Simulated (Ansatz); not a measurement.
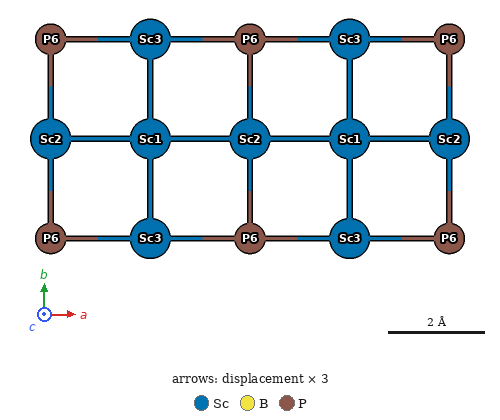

A relaxation of a crystal of Sc$_{3}$B$_{2}$P (a generated structure, set up in P4/mmm) (coarse preliminary run). The starting structure is drawn; orange arrows show the displacements (the part carried along by the change of the cell is left out), 3 times their true length.

A ball-and-stick model of the cell of the calculation, repeated 2 × 1 × 1 with one cell outlined, seen along the c axis.

All numbers below come from DFT PBE, scalar-relativistic, plane waves, PAW (Ansatz 0.2.0).

The input:
```yaml
crystal:
  lattice:
    - [4.16082631, 0.0, 0.0]
    - [0.0, 4.16082631, 0.0]
    - [0.0, 0.0, 6.06502185]
  atoms:
    - { symbol: Sc, position: [0.5, 0.5, 0.0] }
    - { symbol: Sc, position: [0.0, 0.5, 0.0] }
    - { symbol: Sc, position: [0.5, 0.0, 0.0] }
    - { symbol: B, position: [0.5, 0.5, 0.31681243] }
    - { symbol: B, position: [0.5, 0.5, 0.68318757] }
    - { symbol: P, position: [0.0, 0.0, 0.0] }
basis:
  ecutwfc: 420
kpoints:
  mp_grid: { grid: [4, 4, 4] }
hamiltonian:
  xc: pbe
scf:
  occupations: { method: gaussian, width: 0.1 }
  lower_state_search: "off"
output:
  forces: true
  stress: true
  eigenvalues: true
relax:
  adjacent_minimum: "off"
  f_tol: 0.04
  max_steps: 70
  cell: { stress_tol: 0.4 }
```

Command:
```bash
ansatz run input.yaml --threads 1 --pin off --max-ram 2560MiB --backend cpu --events-out ev --progress --plain --runs-dir out
```

What happened in the run?

Answer. The largest moves relative to the cell, 0.32 Å, are those of B4 and B5. B5 goes along −c. P and Sc stay in place. Cell: a = b 4.161 → 5.243 Å (+26.0 %), c 6.065 → 6.027 Å (−0.6 %). Volume +57.8 %. Among the contacts that change: Sc2–Sc3 2.942 → 3.708 Å, B4–B5 2.222 → 1.570 Å, Sc2–B4 2.832 → 3.441 Å, Sc1–Sc2 2.080 → 2.622 Å. New bonds form, among them: B4–B5 (2.22 → 1.57 Å). The space group stays P4/mmm (No. 123). After 7 accepted moves (9 points after the start) the energy has fallen by 11.795 eV per cell of the calculation. The largest force component goes from 5.4 to 0.0053 eV/Å. The pressure goes from 50.78 to 0.26 GPa. At 2 points the geometry stayed and the basis and grid were re-selected for the new cell (energy shift of 0.214 eV per cell of the calculation at most each time).

Limits of the set-up: the k-point mesh is coarse for a cell with partly filled bands.
